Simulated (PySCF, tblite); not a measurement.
# C6H15BNP: geometry, infrared bands and NMR shifts

Aim: predict the infrared bands and NMR shifts of C6H15BNP (`C/C(=C/C(C)C)B(N)P`).

Computed with tblite 0.8.0 and PySCF 2.14.0, with density-fitted response routines of our own, on a single molecule in the gas phase. Atoms are numbered from 0 throughout.

**1. The starting structure**

24 atoms, charge 0, multiplicity 1; geometry from: force field or distance geometry start.

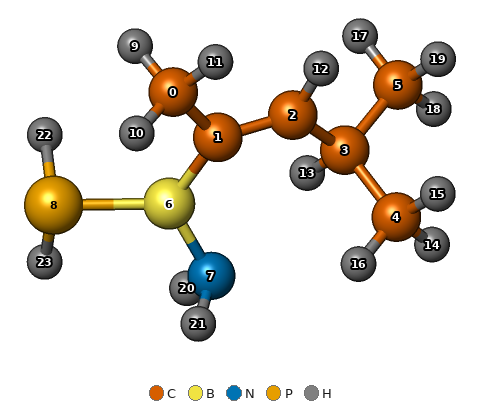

The starting geometry (carbon orange, boron yellow, nitrogen blue, phosphorus amber, hydrogen grey), atoms numbered.

**2. Geometry optimisation with GFN2-xTB**

Job settings and geometry (Å):

```
{"job": {"kind": "relax", "xc": "GFN2-xTB", "basis": "xTB"}, "charge": 0, "multiplicity": 1}
C      1.755200     2.013100     0.044900
C      0.851300     0.805000    -0.052700
C     -0.378600     0.867100     0.496200
C     -1.388000    -0.258800     0.564200
C     -2.330400    -0.224200    -0.627700
C     -2.196000    -0.166400     1.871300
B      1.482900    -0.517000    -0.683600
N      0.607100    -1.505800    -1.425300
P      3.411500    -0.677900    -0.867500
H      2.441000     1.900900     0.905600
H      2.329800     2.134600    -0.891600
H      1.156800     2.946400     0.188400
H     -0.722600     1.825200     0.911100
H     -0.864100    -1.247200     0.598500
H     -3.032500    -1.075900    -0.602500
H     -2.922300     0.720500    -0.624900
H     -1.752800    -0.273100    -1.579300
H     -1.507300    -0.207200     2.748200
H     -2.899200    -1.015500     1.959300
H     -2.764800     0.784200     1.917300
H      0.923900    -2.465000    -1.178700
H      0.781700    -1.371000    -2.447500
H      3.626200    -0.871100     0.566200
H      3.379400    -2.101200    -1.176600
```

Launch:

```sh
$ OMP_NUM_THREADS=1 python probes_run.py task.json out
```

One launch serves the whole session: the jobs run in the order shown.

Output:

```text
step      E/eV     max force
  0    -737.90396    1.573
  1    -738.10646    0.998
  2    -738.20658    0.478
  3    -738.22375    0.358
  4    -738.24361    0.339
  5    -738.25126    0.350
  6    -738.26672    0.415
  7    -738.28413    0.574
  8    -738.31122    0.623
  9    -738.34073    0.559
 10    -738.38212    0.749
 11    -738.44796    0.851
 12    -738.54216    1.207
 13    -738.60464    2.309
 14    -738.56417    2.795
 15    -738.79017    1.043
 16    -738.83757    0.720
 17    -738.89740    0.741
 18    -738.94551    0.882
 19    -738.98535    0.515
 20    -739.02042    0.412
 21    -739.04951    0.454
 22    -739.05902    0.696
 23    -739.08711    0.475
 24    -739.10007    0.410
 25    -739.11806    0.242
 26    -739.12251    0.156
 27    -739.12691    0.134
 28    -739.12877    0.094
 29    -739.13051    0.105
 30    -739.13256    0.093
 31    -739.13402    0.075
 32    -739.13502    0.061
 33    -739.13563    0.052
 34    -739.13612    0.051
 35    -739.13665    0.048
 36    -739.13729    0.058
 37    -739.13801    0.058
 38    -739.13878    0.062
 39    -739.13962    0.061
 40    -739.14065    0.092
 41    -739.14190    0.109
 42    -739.14326    0.090
 43    -739.14454    0.089
 44    -739.14562    0.070
 45    -739.14664    0.071
 46    -739.14788    0.080
 47    -739.14942    0.090
 48    -739.15102    0.081
 49    -739.15232    0.082
 50    -739.15327    0.070
 51    -739.15407    0.060
 52    -739.15495    0.070
 53    -739.15592    0.069
 54    -739.15682    0.071
 55    -739.15759    0.066
 56    -739.15833    0.058
 57    -739.15912    0.056
 58    -739.15990    0.069
 59    -739.16059    0.063
 60    -739.16127    0.068
 61    -739.16202    0.081
 62    -739.16282    0.071
 63    -739.16364    0.060
 64    -739.16450    0.070
 65    -739.16553    0.068
 66    -739.16662    0.097
 67    -739.16781    0.111
 68    -739.16883    0.077
 69    -739.17003    0.052
 70    -739.17059    0.060
 71    -739.17166    0.079
 72    -739.17236    0.066
 73    -739.17314    0.062
 74    -739.17385    0.068
 75    -739.17457    0.064
 76    -739.17518    0.050
 77    -739.17575    0.051
 78    -739.17628    0.063
 79    -739.17691    0.075
 80    -739.17769    0.054
 81    -739.17901    0.072
 82    -739.17945    0.066
 83    -739.18014    0.045
 84    -739.18047    0.042
 85    -739.18082    0.036
 86    -739.18112    0.039
 87    -739.18147    0.038
 88    -739.18191    0.055
 89    -739.18252    0.066
 90    -739.18323    0.072
 91    -739.18386    0.049
 92    -739.18436    0.042
 93    -739.18476    0.035
 94    -739.18508    0.031
 95    -739.18534    0.037
 96    -739.18555    0.035
 97    -739.18574    0.030
 98    -739.18595    0.032
 99    -739.18622    0.033
100    -739.18657    0.041
101    -739.18693    0.037
102    -739.18731    0.035
103    -739.18772    0.037
104    -739.18819    0.037
105    -739.18863    0.039
106    -739.18898    0.036
107    -739.18927    0.042
108    -739.18959    0.043
109    -739.18997    0.042
110    -739.19033    0.040
111    -739.19059    0.035
112    -739.19080    0.029
113    -739.19103    0.030
114    -739.19129    0.033
115    -739.19152    0.036
116    -739.19173    0.037
117    -739.19200    0.046
118    -739.19233    0.049
119    -739.19268    0.035
120    -739.19295    0.034
121    -739.19316    0.036
122    -739.19335    0.034
123    -739.19358    0.031
124    -739.19383    0.029
125    -739.19407    0.032
126    -739.19431    0.031
127    -739.19454    0.030
128    -739.19474    0.027
129    -739.19490    0.025
130    -739.19501    0.024
131    -739.19510    0.022
132    -739.19520    0.025
133    -739.19530    0.022
134    -739.19538    0.020
135    -739.19546    0.021
136    -739.19554    0.018
137    -739.19563    0.020
138    -739.19573    0.022
139    -739.19583    0.024
140    -739.19593    0.025
141    -739.19603    0.025
142    -739.19613    0.020
143    -739.19622    0.021
144    -739.19628    0.016
145    -739.19633    0.015
146    -739.19637    0.012
147    -739.19641    0.012
148    -739.19643    0.010
149    -739.19644    0.008
```

Run time: 2.5 s. Hardware: 1 thread of Arm Neoverse N1, shared host; peak memory 0.18 GiB.

Relaxation path: (not every step is listed)

```
step  energy from step 0 (eV)  largest force (eV/Å)
   0                   0.0000                1.5733
   1                  -0.2025                0.9978
   2                  -0.3026                0.4777
   3                  -0.3198                0.3580
   4                  -0.3397                0.3393
   5                  -0.3473                0.3498
   6                  -0.3628                0.4148
   7                  -0.3802                0.5737
   8                  -0.4073                0.6226
  21                  -1.1456                0.4540
  34                  -1.2322                0.0511
  47                  -1.2455                0.0904
  60                  -1.2573                0.0682
  73                  -1.2692                0.0616
  86                  -1.2772                0.0392
  99                  -1.2823                0.0332
 112                  -1.2868                0.0291
 125                  -1.2901                0.0322
 138                  -1.2918                0.0220
 144                  -1.2923                0.0158
 145                  -1.2924                0.0153
 146                  -1.2924                0.0122
 147                  -1.2925                0.0124
 148                  -1.2925                0.0100
 149                  -1.2925                0.0085
```

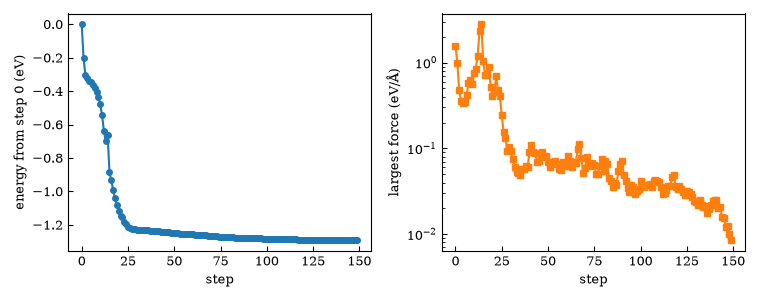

Energy and largest force along the relaxation.

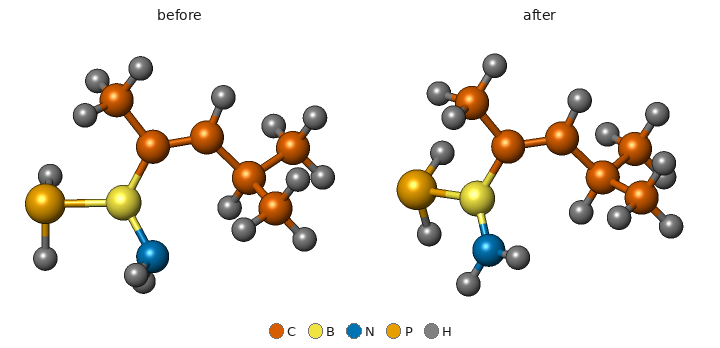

Before and after, at one scale.

Close pairs (by a distance rule), those that changed most:

```
  bond  before (Å)  after (Å)  change (Å)
 B6–N7       1.515      1.384      -0.131
P8–H22       1.463      1.384      -0.078
P8–H23       1.457      1.386      -0.071
N7–H21       1.046      1.007      -0.039
N7–H20       1.040      1.008      -0.032
C0–H11       1.118      1.088      -0.030
C5–H17       1.116      1.088      -0.028
C4–H15       1.115      1.088      -0.027
```

The next job starts from the end point, and lists it.

**3. Infrared spectrum with GFN2-xTB**

Job settings and geometry (Å):

```
{"job": {"kind": "ir", "xc": "GFN2-xTB", "basis": "xTB"}, "charge": 0, "multiplicity": 1}
C      1.720346     2.020508    -0.274713
C      0.859926     0.784428    -0.214125
C     -0.381637     0.861382     0.261289
C     -1.340794    -0.282787     0.411201
C     -2.539461    -0.082991    -0.520377
C     -1.812608    -0.378381     1.863622
B      1.564887    -0.530396    -0.700566
N      1.055727    -1.293020    -1.736745
P      3.267309    -1.016990     0.056593
H      2.673945     1.832477     0.220737
H      1.937413     2.272233    -1.312781
H      1.234803     2.871806     0.197970
H     -0.775305     1.815146     0.598775
H     -0.833951    -1.215498     0.145727
H     -3.235723    -0.914625    -0.433175
H     -3.066087     0.834220    -0.264925
H     -2.212160    -0.010297    -1.555578
H     -0.962392    -0.514647     2.528357
H     -2.491335    -1.219350     1.990448
H     -2.334671     0.531549     2.153426
H      1.506161    -2.115777    -2.104779
H      0.205794    -1.062358    -2.224484
H      2.929001    -0.789190     1.379623
H      3.019077    -2.377678     0.147706
```

Output:

```text
mode    cm-1     km/mol
  1      25.9      1.97
  2      48.8      0.75
  3     102.7      1.09
  4     110.3      1.79
  5     132.3      4.91
  6     147.7      3.06
  7     150.7      0.11
  8     197.5      0.07
  9     209.1      0.21
 10     227.3      0.07
 11     264.0      1.67
 12     306.6      0.62
 13     395.6      0.97
 14     416.2      4.66
 15     420.4      3.24
 16     478.9     10.01
 17     506.5      3.63
 18     566.6      8.70
 19     584.5      1.13
 20     613.6    180.60
 21     725.9     17.52
 22     740.8      2.30
 23     777.5      3.43
 24     858.1      5.83
 25     898.1      6.47
 26     945.7      0.46
 27     959.1     20.59
 28     984.7      0.48
 29    1010.4    110.15
 30    1027.3     11.99
 31    1034.1      8.59
 32    1119.7     33.86
 33    1132.9      5.60
 34    1149.7     19.56
 35    1183.8      1.09
 36    1195.1      8.34
 37    1281.9      5.99
 38    1313.7      9.31
 39    1340.2     24.64
 40    1372.4     71.31
 41    1398.6      3.94
 42    1401.7      1.55
 43    1415.1      0.56
 44    1476.4      4.19
 45    1487.0      2.25
 46    1496.6      0.37
 47    1498.4      0.77
 48    1504.9      2.53
 49    1509.8      3.00
 50    1530.2    105.25
 51    1695.9      6.05
 52    2282.9    135.21
 53    2374.8    177.48
 54    2949.8     31.05
 55    2982.5     37.64
 56    3002.2     30.87
 57    3009.1     35.08
 58    3021.3      9.10
 59    3021.6     30.07
 60    3022.8     16.79
 61    3026.9    127.64
 62    3029.0     65.77
 63    3034.1     56.21
 64    3035.7     34.49
 65    3466.4      1.47
 66    3502.3      0.79
```

Run time: 2 s. Hardware: 1 thread of Arm Neoverse N1, shared host; peak memory 0.18 GiB.

Which atoms move in the most intense modes:

```
cm⁻¹  km/mol                                 atoms
 614   180.6           H21 54 %, H20 22 %, N7 20 %
1010   110.2  B6 32 %, H11 13 %, H9 12 %, H21 11 %
1372    71.3   B6 44 %, H12 13 %, N7 10 %, C1 10 %
1530   105.2           H20 39 %, H21 38 %, N7 18 %
2283   135.2                    H23 59 %, H22 38 %
2375   177.5                    H22 59 %, H23 38 %
3027   127.6                    H18 37 %, H14 34 %
3029    65.8          H16 41 %, H19 30 %, H18 12 %
```

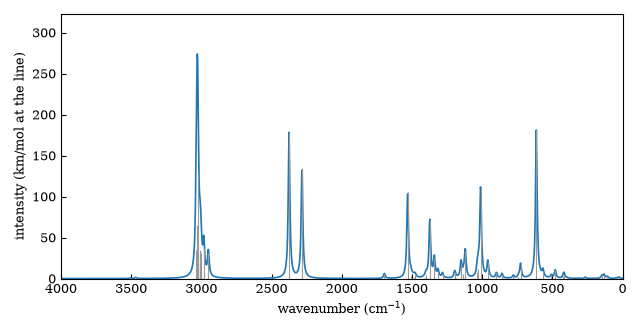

The infrared spectrum from these modes, unscaled. Lines are broadened to a width of 14 cm⁻¹ (Lorentzian).

**4. Nuclear shieldings: PBE0/pcSseg-1**

Same as in step 3 but for these lines:

```diff
@@ -1,2 +1,2 @@
-{"job": {"kind": "ir", "xc": "GFN2-xTB", "basis": "xTB"}, "charge": 0, "multiplicity": 1}
+{"job": {"kind": "nmr", "xc": "PBE0", "basis": "pcSseg-1"}, "charge": 0, "multiplicity": 1}
 C      1.720346     2.020508    -0.274713
```

Method: GIAO PBE0/pcSseg-1 NMR shielding, non-relativistic, gas phase.

Output:

```text
coarse grid: 19592 points
cycle   1  E = -657.9565218239  dE =  8.511e-01  |g| = 5.360e-01  |ddm| = 4.199e+00
cycle   2  E = -657.9459940612  dE =  1.053e-02  |g| = 5.897e-01  |ddm| = 1.110e+00
cycle   3  E = -658.0341795927  dE = -8.819e-02  |g| = 5.825e-02  |ddm| = 6.265e-01
cycle   4  E = -658.0348113161  dE = -6.317e-04  |g| = 3.431e-02  |ddm| = 9.003e-02
cycle   5  E = -658.0350710328  dE = -2.597e-04  |g| = 7.642e-03  |ddm| = 3.067e-02
cycle   6  E = -658.0350842414  dE = -1.321e-05  |g| = 3.595e-03  |ddm| = 1.273e-02
cycle   7  E = -658.0350872104  dE = -2.969e-06  |g| = 9.185e-04  |ddm| = 3.804e-03
final grid: 181960 points
cycle   8  E = -658.0856766337  dE = -6.054e-05  |g| = 1.043e-02  |ddm| = 4.444e-02
cycle   9  E = -658.0856661197  dE =  1.051e-05  |g| = 1.234e-02  |ddm| = 2.195e-02
cycle  10  E = -658.0857046717  dE = -3.855e-05  |g| = 9.376e-04  |ddm| = 1.236e-02
cycle  11  E = -658.0857048558  dE = -1.841e-07  |g| = 3.059e-04  |ddm| = 9.231e-04
cycle  12  E = -658.0857048761  dE = -2.034e-08  |g| = 7.162e-05  |ddm| = 3.439e-04
cycle  13  E = -658.0857048771  dE = -1.028e-09  |g| = 3.910e-05  |ddm| = 1.186e-04
cycle  14  E = -658.0857048775  dE = -3.622e-10  |g| = 8.763e-06  |ddm| = 3.705e-05
converged SCF energy = -658.0857048775

GIAO shielding tensors (ppm)
atom      isotropic    diamagn.    paramagn.     s11        s22        s33       span
  0 C      159.281     248.331     -89.050    142.686    151.388    183.770     41.084
  1 C       40.958     260.702    -219.744    -67.959     33.275    157.559    225.518
  2 C       38.835     259.755    -220.919    -63.479     60.203    119.782    183.261
  3 C      150.815     246.914     -96.099    144.484    147.301    160.659     16.174
  4 C      160.375     248.884     -88.509    141.815    153.981    185.330     43.515
  5 C      161.762     248.326     -86.565    147.582    152.182    185.521     37.939
  6 B       53.398     196.705    -143.307     12.019     32.377    115.800    103.781
  7 N      152.344     318.974    -166.630     64.688    191.524    200.818    136.130
  8 P      561.261     968.285    -407.023    490.399    567.294    626.091    135.691
  9 H       29.758      30.079      -0.321     24.782     30.598     33.893      9.111
 10 H       29.849      29.343       0.507     26.364     27.710     35.474      9.110
 11 H       30.029      31.141      -1.111     26.230     29.095     34.762      8.532
 12 H       26.168      37.081     -10.913     23.262     25.293     29.949      6.687
 13 H       29.205      36.212      -7.007     25.742     26.912     34.963      9.221
 14 H       30.575      30.894      -0.319     26.774     27.683     37.268     10.493
 15 H       30.805      31.753      -0.948     27.613     28.898     35.903      8.290
 16 H       30.844      32.389      -1.545     26.331     29.835     36.367     10.036
 17 H       30.614      31.746      -1.132     25.986     29.414     36.443     10.457
 18 H       30.664      30.731      -0.067     26.707     27.923     37.363     10.655
 19 H       30.917      31.690      -0.773     27.828     28.848     36.075      8.247
 20 H       27.545      31.266      -3.721     22.291     26.083     34.259     11.968
 21 H       27.542      34.356      -6.814     21.998     26.374     34.253     12.254
 22 H       30.110      31.990      -1.881     25.325     28.882     36.122     10.797
 23 H       30.159      31.456      -1.297     25.639     27.768     37.070     11.432
```

Wall time 96 s (1 thread of Arm Neoverse N1, shared host); peak memory 1.1 GiB.

The references, computed at this level on geometries of the same kind, shield at (ppm): ¹H TMS 31.72, ¹³C TMS 186.9, ¹⁵N NH3 267.7, ³¹P H3PO4 318.4, ¹¹B BF3·OEt2 100.1. Their shielding less the atom's gives the shift. The references are single molecules in the gas phase, so shifts against H2O, NH3, PH3, H3PO4 or CFCl3 are not on the usual liquid scales and can be off by tens of ppm. Atoms listed in one row are averaged.

```
                       atoms                           environment  σ (ppm)  δ (ppm)  δ scaled to CDCl3
                          C2                             alkene CH     38.8    148.1              142.6
                          C1       fully substituted alkene carbon     41.0    146.0              140.5
                          C3                        allylic sp3 CH    150.8     36.1               33.3
                          C0                 allylic methyl carbon    159.3     27.6               25.1
                      C4, C5                         methyl carbon    161.1     25.9               23.3
                         H12              hydrogen on an alkene CH    26.17     5.55               5.34
                    H20, H21    hydrogen on a nitrogen bonded to B    27.54     4.17                  –
                         H13         hydrogen on an allylic sp3 CH    29.21     2.51               2.47
                H9, H10, H11  hydrogen on an allylic methyl carbon    29.88     1.84               1.84
                    H22, H23  hydrogen on a phosphorus bonded to B    30.13     1.58                  –
H14, H15, H16, H17, H18, H19           hydrogen on a methyl carbon    30.74     0.98               1.03
                          B6               boron bonded to C, N, P     53.4     46.7                  –
                          N7             nitrogen bonded to B, 2 H    152.3    115.4                  –
                          P8           phosphorus bonded to B, 2 H    561.3   -242.9                  –
```

The scaled column applies a straight-line fit of computed shieldings to shifts measured in CDCl3 (root-mean-square error 0.16 ppm for H, 1.9 ppm for C).

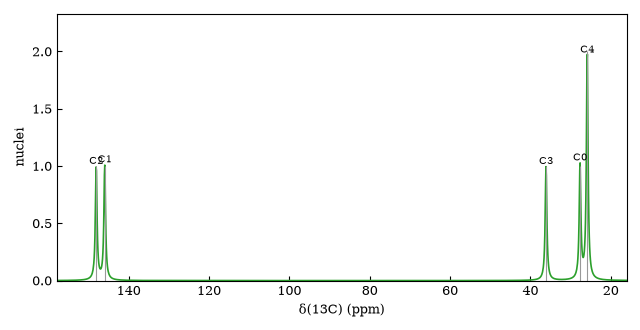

¹³C lines at the computed shifts, without couplings. Lines are broadened to a width of 0.49 ppm (Lorentzian).

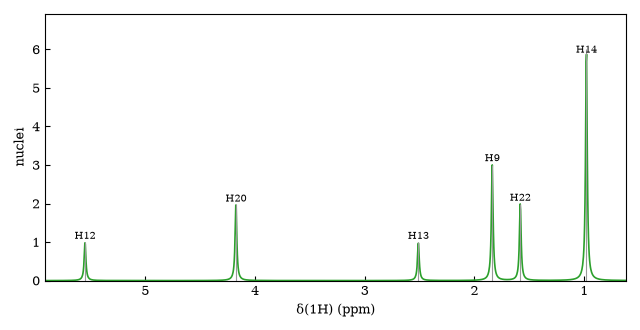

¹H lines at the computed shifts, without couplings. Lines are broadened to a width of 0.02 ppm (Lorentzian).

The run also stored atomic charges by several schemes (e):

```
 atoms  Mulliken    IAO  Hirshfeld  ESP fit
    C0     -0.19  -0.41      -0.12    -0.54
    C1     -0.43  -0.12      -0.07     0.21
    C2     -0.05  -0.14      -0.05    -0.59
    C3     -0.38  -0.10      -0.02     0.60
C4, C5     -0.20  -0.41      -0.12    -0.50
    B6      0.36   0.07       0.12     0.39
    N7     -0.43  -0.52      -0.23    -0.85
    P8     -0.14   0.03      -0.02    -0.43
```

Hirshfeld charges:

C0 -0.12; C1 -0.07; C2 -0.05; C3 -0.02; C4 -0.12; C5 -0.12; B6 0.12; N7 -0.23; P8 -0.02; H9 0.04; H10 0.04; H11 0.04; H12 0.04; H13 0.03; H14 0.04; H15 0.04; H16 0.03; H17 0.04; H18 0.04; H19 0.04; H20 0.13; H21 0.13; H22 -0.01; H23 -0.02

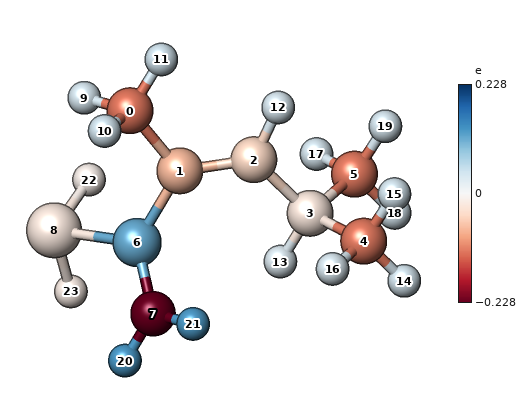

Hirshfeld charges, as colours on the atoms.

Mayer bond orders: C0–C1 1.08, C1–C2 1.89, C2–C3 1.00, C3–C4 1.02, C3–C5 1.03, C1–B6 0.90, B6–N7 1.36, B6–P8 1.05.

**5. Summary of results**

```
                                                               quantity                                   value
                              strongest single infrared mode (GFN2-xTB)                    614 cm⁻¹, 181 km/mol
                                           zero-point energy (GFN2-xTB)                          126.0 kcal/mol
¹³C shifts against TMS (PBE0/pcSseg-1, means over atoms taken as alike)      148.1, 146.0, 36.1, 27.6, 25.9 ppm
 ¹H shifts against TMS (PBE0/pcSseg-1, means over atoms taken as alike)  5.55, 4.17, 2.51, 1.84, 1.58, 0.98 ppm
                            ¹¹B shifts against BF3·OEt2 (PBE0/pcSseg-1)                                46.7 ppm
                                 ¹⁵N shifts against NH3 (PBE0/pcSseg-1)                               115.4 ppm
                               ³¹P shifts against H3PO4 (PBE0/pcSseg-1)                              -242.9 ppm
```

**Reading.** Over 149 steps the energy fell by 1.292 eV; of the close pairs, B6–N7 changed most, 1.515 to 1.384 Å. No mode is imaginary among the 66: a minimum at this level. The strongest single mode, at 614 cm⁻¹, moves mainly H21. Unscaled tight-binding wavenumbers are off by several per cent, some by more. Its intensities can rank the bands wrongly. At PBE0/pcSseg-1: The widest tensor belongs to C1: span 226 ppm, with a paramagnetic part of -220 ppm.
